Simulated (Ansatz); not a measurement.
# BN (triplet): correlated methods under varied settings

Aim: run BN (triplet) at one geometry under a spread of methods and options, and see what each costs and gives.

The runs use Ansatz 0.2.0, Gaussian basis; the settings change from run to run.

18 further runs of the same task are left out: 5 that didn't finish, 13 set aside as unsound or not needed.

### Step 1. The system

The geometry is a PBE0/def2-TZVP stationary point (not a proven minimum).

2 atoms, charge 0, spin multiplicity 3.

Atoms are counted from 1 here; the program's logs count them from 0.

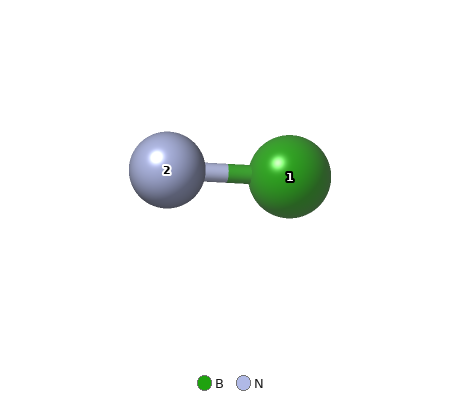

The structure; boron green, nitrogen light blue; atoms are numbered from 1 in the order of the file.

### Step 2. BCCD(T)/6-31G

File in.yaml:

```yaml
crystal:
  periodic: [false, false, false]
  atoms:
    - {symbol: B, position_ang: [0.000000, 0.000000, 0.000000]}
    - {symbol: N, position_ang: [0.000000, 0.000000, 1.315453]}
basis:
  gaussian: {orbitals: 6-31G, fitting: {mean_field: def2-universal-jkfit}}
magnetization: {spin_polarized: false, initial_magnetization: 2}
hamiltonian: {xc: {name: r2SCAN}}
correlation: {method: bccd_t, electrons: valence}
accuracy: high
output: {forces: true}
```

Run with:

```console
ansatz run in.yaml --threads 1 --pin off --events-out ev --progress --plain --max-ram 2393MiB
```

Log (excerpt; [...] marks lines left out):

```text
Functional definition: r2SCAN
  name "r2SCAN"
  cite "Furness, Kaplan, Ning, Perdew & Sun, J. Phys. Chem. Lett. 11, 8208 (2020) doi:10.1021/acs.jpclett.0c02405"
  cite "Furness, Kaplan, Ning, Perdew & Sun, J. Phys. Chem. Lett. 11, 9248 (2020) doi:10.1021/acs.jpclett.0c03077"
  parent r2scan
[...]
152 factors; integrals over basis functions are off by at most 3.9e-3 eV
[...]
mean field -2159.02591722 eV, -79.3427390175 hartree, gradient 2.6e-9 eV, S^2 2.000000; 4 other end points of the search recorded, 0 dependent functions left out
[...]
2 core orbitals not correlated: weight in the atoms' cores, before any rotation towards them, 1.000 or more for the frozen orbitals, at most 0.000 for the correlated occupied ones
reference -2148.13072124 eV, -78.9423479501 hartree; 5, 3 occupied and 11, 13 virtual orbitals, 152 factors
second order -3.84833903 eV of doubles, -0.19907006 eV of singles
cycle   1  -3.77690535 eV  change    2.6e-1 eV  update   1.1e-1
[...]
cycle  29  -4.08689381 eV  change   3.1e-11 eV  update  6.8e-10
perturbative correction -0.19551491 eV, -0.0071850403 hartree
[...]
Total energy: -2152.41312995 eV, -79.0997235678 hartree
Atom 0 at     0.000000     0.000000     0.000000 Å, force    -0.000000    -0.000000    -2.804819 eV/Å
Atom 1 at     0.000000     0.000000     1.315453 Å, force    -0.000000    -0.000000     2.804819 eV/Å
Dipole moment:     0.000000     0.000000    -0.389372 e Å
```

Wall time 5.5 s (1 thread of Arm Neoverse V1, shared host).

From the report: correlation -4.2824 eV; largest double amplitude 0.11.

### Step 3. CCSD on ROHF/6-31G

File in.yaml:

```yaml
crystal:
  periodic: [false, false, false]
  atoms:
    - {symbol: B, position_ang: [0.000000, 0.000000, 0.000000]}
    - {symbol: N, position_ang: [0.000000, 0.000000, 1.315453]}
basis:
  gaussian: {orbitals: 6-31G}
magnetization: {spin_polarized: false, initial_magnetization: 2}
correlation: {method: ccsd, electrons: outside_noble_gas}
scf: {lower_state_search: off}
```

Same command.

Log (excerpt; [...] marks lines left out):

```text
Functional definition: HF
  name "HF"
  cite "Fock, Z. Phys. 61, 126 (1930) doi:10.1007/BF01340294"
  parent pbe
[...]
258 factors; integrals over basis functions are off by at most 1.2e-4 eV
[...]
mean field -2148.38824747 eV, -78.9518118646 hartree, gradient 3.0e-6 eV, S^2 2.000000; 0 other end points of the search recorded, 0 dependent functions left out
2 core orbitals not correlated: weight in the atoms' cores, before any rotation towards them, 1.000 or more for the frozen orbitals, at most 0.000 for the correlated occupied ones
reference -2148.38824747 eV, -78.9518118646 hartree; 5, 3 occupied and 11, 13 virtual orbitals, 258 factors
second order -3.47860438 eV of doubles, -0.02081753 eV of singles
cycle   1  -3.57598435 eV  change   -7.6e-2 eV  update   9.0e-2
[...]
cycle  14  -3.89765922 eV  change    3.4e-6 eV  update   1.8e-6
Total energy: -2152.28590669 eV, -79.0950481991 hartree
Checks for a lower state left out: stability, starts, cluster_reference, orbital_swaps, neighbouring_geometries, increment
```

Wall time 0.24 s (1 thread of Arm Neoverse V1, shared host).

From the report: correlation -3.8977 eV; T1 0.040; largest double amplitude 0.11.

### Step 4. CCSDT(Q)/B on ROHF/6-31G

in.yaml: that of step 3 with these lines changed.

```diff
@@ -8,3 +8,3 @@
 magnetization: {spin_polarized: false, initial_magnetization: 2}
-correlation: {method: ccsd, electrons: outside_noble_gas}
+correlation: {method: ccsdt_q_b, electrons: valence}
 scf: {lower_state_search: off}
```

Launched as before.

Log (excerpt; [...] marks lines left out):

```text
Functional definition: HF
  name "HF"
  cite "Fock, Z. Phys. 61, 126 (1930) doi:10.1007/BF01340294"
  parent pbe
[...]
404 factors; integrals over basis functions are off by at most 8.1e-8 eV
[...]
mean field -2148.38832367 eV, -78.9518146650 hartree, gradient 3.0e-6 eV, S^2 2.000000; 0 other end points of the search recorded, 0 dependent functions left out
2 core orbitals not correlated: weight in the atoms' cores, before any rotation towards them, 1.000 or more for the frozen orbitals, at most 0.000 for the correlated occupied ones
reference -2148.38832367 eV, -78.9518146650 hartree; 5, 3 occupied and 11, 13 virtual orbitals, 404 factors
second order -3.47861727 eV of doubles, -0.02081781 eV of singles
cycle   1  -3.57598393 eV  change   -7.6e-2 eV  update   9.8e-2
[...]
cycle  20  -4.08974978 eV  change   -4.2e-7 eV  update   3.5e-7
perturbative correction -0.01189715 eV, -0.0004372121 hartree
Total energy: -2152.48997060 eV, -79.1025474094 hartree
Checks for a lower state left out: stability, starts, cluster_reference, orbital_swaps, neighbouring_geometries, increment
```

Run time: 2.6 s. Hardware: 1 thread of Arm Neoverse V1, shared host.

From the report: correlation -4.1016 eV; T1 0.040; largest double amplitude 0.12.

### Step 5. CCSDT on ROHF/cc-pVDZ

File in.yaml:

```yaml
crystal:
  periodic: [false, false, false]
  atoms:
    - {symbol: B, position_ang: [0.000000, 0.000000, 0.000000]}
    - {symbol: N, position_ang: [0.000000, 0.000000, 1.315453]}
basis:
  gaussian: {orbitals: cc-pVDZ}
magnetization: {spin_polarized: false, initial_magnetization: 2}
hamiltonian: {pseudopotentials: {relativity: scalar}}
correlation: {method: ccsdt, electrons: outside_noble_gas, diis_vectors: 4}
```

Same command.

Log (excerpt; [...] marks lines left out):

```text
Functional definition: HF
  name "HF"
  cite "Fock, Z. Phys. 61, 126 (1930) doi:10.1007/BF01340294"
  parent pbe
[...]
494 factors; integrals over basis functions are off by at most 1.8e-7 eV
[...]
mean field -2150.43720618 eV, -79.0271097083 hartree, gradient 2.5e-6 eV, S^2 2.000000; 7 other end points of the search recorded, 0 dependent functions left out
[...]
determinant -2150.43720618 eV, -79.0271097083 hartree, with singles and doubles -2155.95054138 eV, -79.2297210399 hartree
determinant -2149.49801950 eV, -78.9925952345 hartree, with singles and doubles -2154.44130688 eV, -79.1742576950 hartree
determinant -2148.67918418 eV, -78.9625035916 hartree, with singles and doubles -2154.52679863 eV, -79.1773994589 hartree
2 core orbitals not correlated: weight in the atoms' cores, before any rotation towards them, 1.000 or more for the frozen orbitals, at most 0.000 for the correlated occupied ones
reference -2150.43720618 eV, -79.0271097083 hartree; 5, 3 occupied and 21, 23 virtual orbitals, 494 factors
second order -4.92633365 eV of doubles, -0.05505797 eV of singles
cycle   1  -5.20631303 eV  change   -2.2e-1 eV  update   9.3e-2
[...]
cycle  22  -5.79622215 eV  change   -8.2e-7 eV  update   7.0e-7
Total energy: -2156.23342832 eV, -79.2401169433 hartree
Relativity: scalar
```

It took 2.9 s on 1 thread of Arm Neoverse V1, shared host.

From the report: correlation -5.7962 eV; T1 0.043; largest double amplitude 0.11.

### Step 6. CCSDT(Q)/B on ROHF/cc-pVDZ

File in.yaml:

```yaml
crystal:
  periodic: [false, false, false]
  atoms:
    - {symbol: B, position_ang: [0.000000, 0.000000, 0.000000]}
    - {symbol: N, position_ang: [0.000000, 0.000000, 1.315453]}
basis:
  gaussian: {orbitals: cc-pVDZ}
magnetization: {spin_polarized: false, initial_magnetization: 2}
correlation: {method: ccsdt_q_b, electrons: valence}
output: {forces: true}
```

Launched as before.

Log (excerpt; [...] marks lines left out):

```text
Functional definition: HF
  name "HF"
  cite "Fock, Z. Phys. 61, 126 (1930) doi:10.1007/BF01340294"
  parent pbe
[...]
494 factors; integrals over basis functions are off by at most 1.8e-7 eV
[...]
mean field -2149.51185522 eV, -78.9931036877 hartree, gradient 2.6e-6 eV, S^2 2.000000; 7 other end points of the search recorded, 0 dependent functions left out
[...]
determinant -2149.51185522 eV, -78.9931036877 hartree, with singles and doubles -2155.02338183 eV, -79.1956485549 hartree
determinant -2148.56631793 eV, -78.9583558333 hartree, with singles and doubles -2153.50985706 eV, -79.1400275455 hartree
determinant -2147.76077042 eV, -78.9287525085 hartree, with singles and doubles -2153.60673917 eV, -79.1435878975 hartree
2 core orbitals not correlated: weight in the atoms' cores, before any rotation towards them, 1.000 or more for the frozen orbitals, at most 0.000 for the correlated occupied ones
reference -2149.51185522 eV, -78.9931036877 hartree; 5, 3 occupied and 21, 23 virtual orbitals, 494 factors
second order -4.92461053 eV of doubles, -0.05501395 eV of singles
cycle   1  -5.20490601 eV  change   -2.2e-1 eV  update   9.3e-2
[...]
cycle  19  -5.79410506 eV  change   -6.1e-7 eV  update   6.9e-7
perturbative correction -0.01942006 eV, -0.0007136739 hartree
[...]
Total energy: -2155.32538033 eV, -79.2067467951 hartree
Atom 0 at     0.000000     0.000000     0.000000 Å, force     0.000000     0.000000    -1.863036 eV/Å
Atom 1 at     0.000000     0.000000     1.315453 Å, force    -0.000000    -0.000000     1.863036 eV/Å
Dipole moment:     0.000000    -0.000000    -0.322318 e Å
```

Wall time 29 s (1 thread of Arm Neoverse V1, shared host); peak memory 0.38 GiB.

From the report: correlation -5.8135 eV; T1 0.043; largest double amplitude 0.11.

### Step 7. All runs side by side

Where basis and cores are those of an earlier FCI/6-31G run (-2152.4909 eV), and the state is the same kind, the miss against it is given.

```tsv
level	correlated	functions	energy (eV)	from FCI (meV)	time
BCCD(T)/6-31G (on r2SCAN orbitals)	valence	18	-2152.4131	77.8	5.5 s
CCSD on ROHF/6-31G	outside noble gas	18	-2152.2859	205.0	0.24 s
CCSDT(Q)/B on ROHF/6-31G	valence	18	-2152.4900	0.9	2.6 s
CCSDT on ROHF/cc-pVDZ (relativity set)	outside noble gas	28	-2156.2334		2.9 s
CCSDT(Q)/B on ROHF/cc-pVDZ	valence	28	-2155.3254		29 s
```

### Step 8. Summary of results

| quantity | value |
| --- | --- |
| runs | 5 |
| quickest | CCSD on ROHF/6-31G, 0.24 s |
| slowest | CCSDT(Q)/B on ROHF/cc-pVDZ, 29 s |

**Reading.** Total energies in different bases, with other cores or another treatment of relativity can't be set against each other. CCSDT(Q)/B on ROHF/cc-pVDZ took 119 times as long as CCSD on ROHF/6-31G; the jobs differ in more than the method. Among the correlated runs with a miss given, it spans +1 to +205 meV. Cores frozen from Kohn-Sham orbitals shift the total energy.
